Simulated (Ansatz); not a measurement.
# SiN2H6 (SMILES NN[SiH3]): BLYP/6-311+G(d,p)

Aim: the electronic atomisation energy of SiN2H6 at BLYP/6-311+G**, from 4 runs. 

The results are computed with Ansatz 0.2.0.

38 further runs of the same task are left out: 38 set aside as unsound or not needed.

## 1. The molecule

SiN2H6: 9 atoms, total charge 0, spin state singlet. SMILES: `NN[SiH3]`. The shape is that of a PBE0-D4/def2-TZVP optimisation. This is one conformer, not always the lowest.

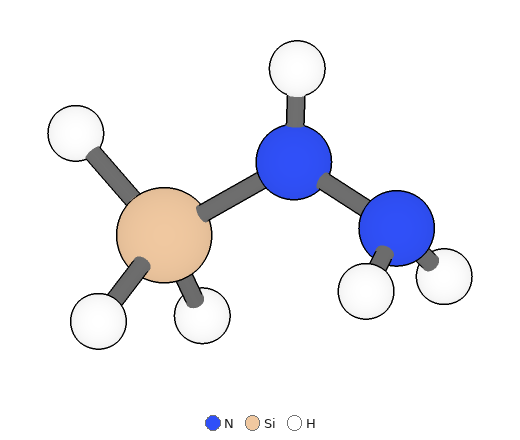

The structure, seen from a chosen angle (nitrogen blue, silicon light orange, hydrogen white).

## 2. A single-point energy at BLYP/6-311+G(d,p)

Input file job.yaml:

```yaml
crystal:
  periodic: [false, false, false]
  atoms:
    - symbol: N
      position_ang: [-0.558800, 0.925000, -1.203100]
    - symbol: "N"
      position_ang: [-0.285500, 0.708200, 0.159700]
    - symbol: Si
      position_ang: [0.408400, -0.736600, 0.767500]
    - symbol: H
      position_ang: [0.267900, 0.761300, -1.767500]
    - symbol: H
      position_ang: [-1.290500, 0.297600, -1.515600]
    - symbol: H
      position_ang: [-0.377500, 1.549300, 0.701800]
    - symbol: H
      position_ang: [1.729200, -1.040000, 0.139600]
    - symbol: H
      position_ang: [-0.469800, -1.907300, 0.484500]
    - symbol: H
      position_ang: [0.576500, -0.557300, 2.233000]
basis:
  gaussian: {orbitals: 6-311+G_st__st_-spherical.json}
hamiltonian: {xc: {name: BLYP}}
accuracy: high
output: {orbitals: {seedname: orbitals}}
```

The basis set 6-311+G** is read from a file made from the Basis Set Exchange's data (not shown).

The run is started by

```sh
$ ansatz run job.yaml --threads 1 --pin off --max-ram 3480MiB --events-out events.jsonl --progress --plain --runs-dir runs
```

Output:

```text
Warning: RAYON_NUM_THREADS=1 ignored (pool sized by the plan → 1); use --threads N
Functional definition: BLYP
  name "BLYP"
  parameter beta = 0.0042
  parameter a = 0.04918
  parameter b = 0.132
  parameter c = 0.2533
  parameter d = 0.349
  exchange = b88_x(beta = beta)
  correlation = lyp_c(a = a, b = b, c = c, d = d)
2142 factors; integrals over basis functions are off by at most 4.4e-9 eV
mean field evaluation 1: about -10942.5061 eV, gradient 7.7e1 eV
mean field evaluation 2: about -10862.4890 eV, gradient 1.8e2 eV
mean field evaluation 4: about -10954.3534 eV, gradient 9.6e0 eV
mean field evaluation 8: about -10954.5497 eV, gradient 2.5e-1 eV
mean field evaluation 16: about -10954.5498 eV, gradient 1.1e-5 eV
mean field -10954.54978742 eV, -402.5722794271 hartree, gradient 3.2e-8 eV, S^2 0.000000; 0 other end points of the search recorded, 0 dependent functions left out
reference -10954.54984807 eV, -402.5722816559 hartree; 17, 17 occupied and 93, 93 virtual orbitals, 2142 factors
Total energy: -10954.54984807 eV, -402.5722816559 hartree
```

It took 7.5 s on 1 thread of Arm Neoverse V2, shared host; peak memory 0.29 GiB.

## 3. The H atom, same level

Input file input.yaml:

```yaml
basis:
  gaussian:
    orbitals: 6-311+G_st__st_.json
crystal:
  periodic: [false, false, false]
  atoms:
    - {symbol: H, position_ang: [0.000000, 0.000000, 0.000000]}
magnetization:
  spin_polarized: true
  initial_magnetization: 1
hamiltonian:
  xc: {name: BLYP}
accuracy: high
```

The basis set 6-311+G** is read from a file made from the Basis Set Exchange's data (not shown).

Run the same way, it converges to -0.49755 Eh (log not shown).

## 4. The N atom

Input file job.yaml:

```yaml
crystal:
  periodic: [false, false, false]
  atoms:
    - symbol: N
      position_ang: [0.000000, 0.000000, 0.000000]
basis:
  gaussian:
    orbitals: 6-311+G_st__st_.json
magnetization:
  spin_polarized: true
  initial_magnetization: 3
hamiltonian:
  xc: {name: BLYP}
accuracy: high
```

The basis set 6-311+G** is read from a file made from the Basis Set Exchange's data (not shown).

Run the same way, it converges to -54.58643 Eh (log not shown).

## 5. The Si atom

Input file molecule.yaml:

```yaml
crystal:
  periodic: [false, false, false]
  atoms:
    - {symbol: Si, position_ang: [0.000000, 0.000000, 0.000000]}
basis:
  gaussian: {orbitals: 6-311+G_st__st_-spherical.json}
magnetization: {spin_polarized: true, initial_magnetization: 2}
hamiltonian: {xc: {name: BLYP}}
accuracy: high
```

The basis set 6-311+G** is read from a file made from the Basis Set Exchange's data (not shown).

The run is started by

```sh
$ ansatz run molecule.yaml --threads 1 --pin off --max-ram 3480MiB --events-out events.jsonl --progress --plain --runs-dir runs
```

Output:

```text
Warning: RAYON_NUM_THREADS=1 ignored (pool sized by the plan → 1); use --threads N
[... 9 set-up lines as earlier in the session ...]
230 factors; integrals over basis functions are off by at most 3.5e-9 eV
mean field evaluation 1: about -7874.2810 eV, gradient 4.4e0 eV
mean field evaluation 2: about -7874.3821 eV, gradient 3.6e0 eV
mean field evaluation 4: about -7874.4407 eV, gradient 2.7e-1 eV
mean field evaluation 8: about -7874.4402 eV, gradient 2.9e-3 eV
mean field evaluation 16: about -7874.3747 eV, gradient 2.6e0 eV
mean field evaluation 32: about -7874.1643 eV, gradient 5.5e0 eV
mean field -7874.44021403 eV, -289.3803403785 hartree, gradient 3.1e-8 eV, S^2 2.001667; 3 other end points of the search recorded, 0 dependent functions left out
reference -7874.44024546 eV, -289.3803415335 hartree; 8, 6 occupied and 22, 24 virtual orbitals, 230 factors
Total energy: -7874.44024546 eV, -289.3803415335 hartree
```

It took 1.3 s on 1 thread of Arm Neoverse V2, shared host.

## 6. Results

Level: BLYP/6-311+G**.

| quantity | value |
| --- | --- |
| molecule: total energy | -402.57228 Eh |
| molecule: HOMO energy | -5.58 eV |
| molecule: LUMO energy | -0.74 eV |
| molecule: HOMO–LUMO gap | 4.84 eV |
| H atom: total energy | -0.49755 Eh |
| H atom: ⟨S²⟩ | 0.750 |
| N atom: total energy | -54.58643 Eh |
| N atom: ⟨S²⟩ | 3.753 |
| Si atom: total energy | -289.38034 Eh |
| Si atom: ⟨S²⟩ | 2.002 |
| electronic atomisation energy | 28.130 eV |

What this shows: Taking the molecule apart into free atoms costs 28.13 eV (2714 kJ/mol), before zero-point energy and without spin-orbit coupling.
